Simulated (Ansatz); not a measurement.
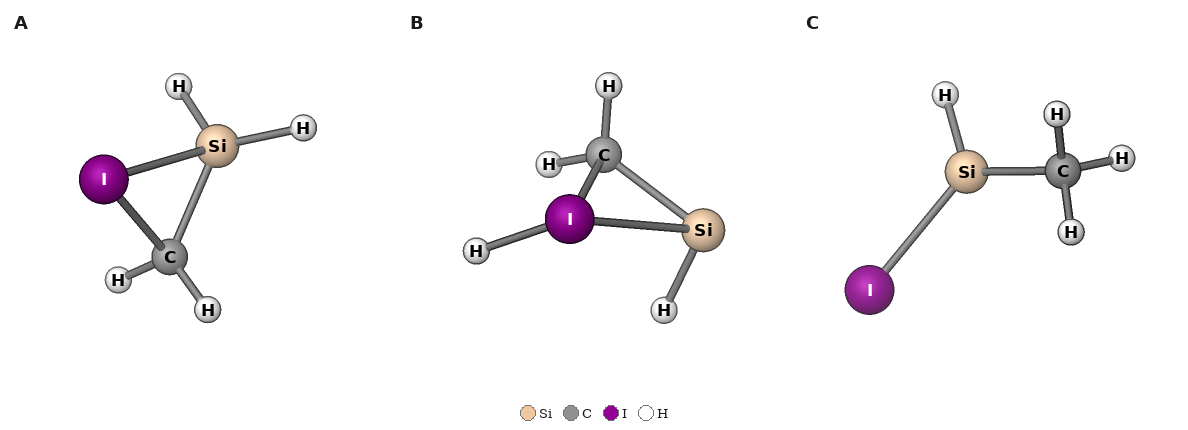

3 stationary structures of one formula. The species has charge +1 and is a spin singlet. Geometries: PBE-D4/def2-SVP. Electronic energies: PBE-D4/def2-SVP (Ansatz 0.2.0), without zero-point energy. No frequency run is at hand to confirm each as a minimum. Each is one conformer, not always the lowest.

Which is lowest in energy, and by how much?

C is lowest; A lies 24.8 kcal/mol above it (Cs), B lies 85.9 kcal/mol above it (C1).
